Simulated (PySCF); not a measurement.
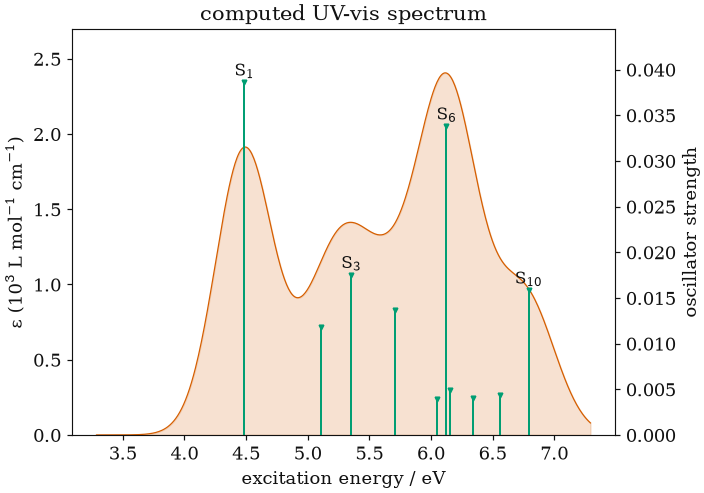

Vertical TDDFT excitations, PBE0/aug-cc-pVDZ with PySCF 2.14.0, at a PBE0-D3(BJ)/def2-SVP geometry (no frequency check), gas phase. Only the first 10 singlet excitations are included; each is broadened by a Gaussian of 1/e half-width 0.33 eV. Sticks give oscillator strengths (right axis).

> Which molecule gives this spectrum?
A. C₅H₇F, SMILES C[C@@]12C[C@@H]1[C@H]2F
B. CH₈FGaN₂, SMILES C[NH][Ga@H-]([NH3+])[F], singlet
C. Si₂NH₇O, SMILES O[SiH2]N[SiH3]

Option B. Its lowest singlet lies at 4.49 eV (f = 0.039) and the brightest of those computed is S1 at 4.49 eV (276 nm), f = 0.039, mainly HOMO → LUMO (95 %).

Note: states above the negative HOMO energy depend on the basis; one conformer of a flexible molecule; core orbitals are frozen in the response.
